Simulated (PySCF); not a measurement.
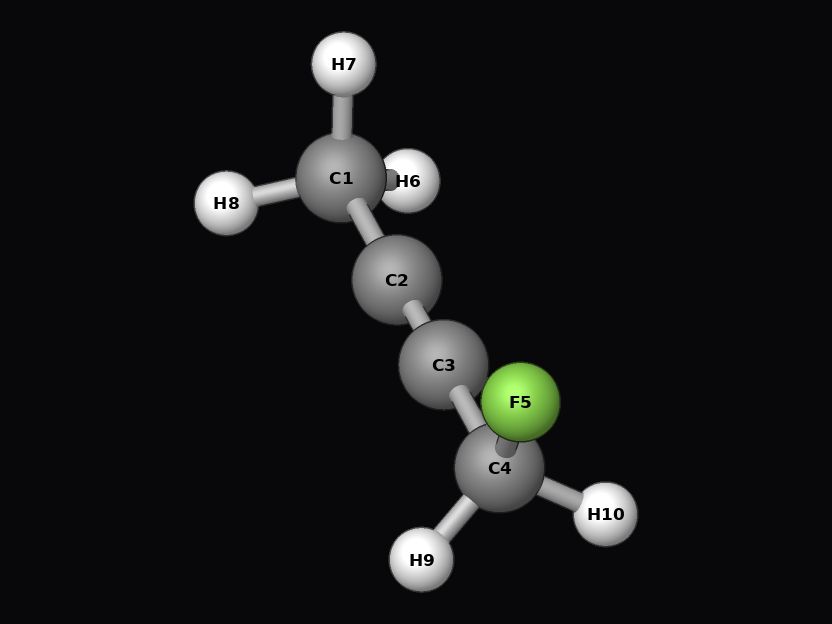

Computed geometry: PBE0-D3(BJ)/def2-SVP optimisation. No frequency run is at hand to confirm it as a minimum. Method: GIAO PBE0/def2-TZVP NMR shielding, non-relativistic, gas phase (PySCF 2.14.0). Principal shieldings σ11 ≤ σ22 ≤ σ33, span Ω = σ33 − σ11, skew κ = 3(σiso − σ22)/Ω.

Give the shielding tensors of the F atoms.

```tsv
atom	σ11	σ22	σ33	σiso	Ω	κ
F5	379.2	399.8	467.4	415.4	88.2	0.53
```

Shieldings and span in ppm.
